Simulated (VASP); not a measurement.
Band structure of Yb (relaxed from the simple-cubic structure, space group Pm-3m). Calculation: r2SCAN meta-GGA, VASP's PBE PAW potentials (set 64) (plane waves; VASP).

The 4f electrons are frozen in the core of the lanthanide potential, so 4f levels, which can set the real gap, and their magnetism are missing.

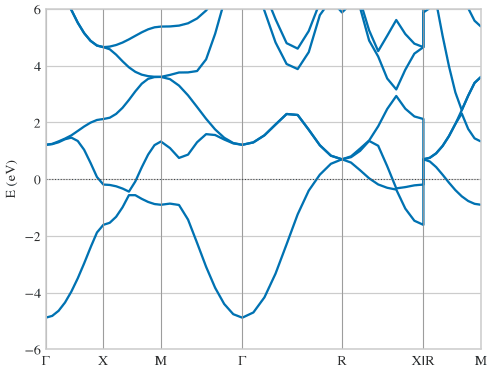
Bands along high-symmetry lines, zero at the valence-band maximum or, without a gap, the Fermi level

**Question.** Read the plot: is there a gap, and where are the band edges?

**Answer.** It has no gap at this level: it comes out as a metal or semimetal.

The structure was generated: Yb was put into the simple-cubic type (Pm-3m), which need not be its known phase. It was relaxed first, which changed the volume by -19 %.
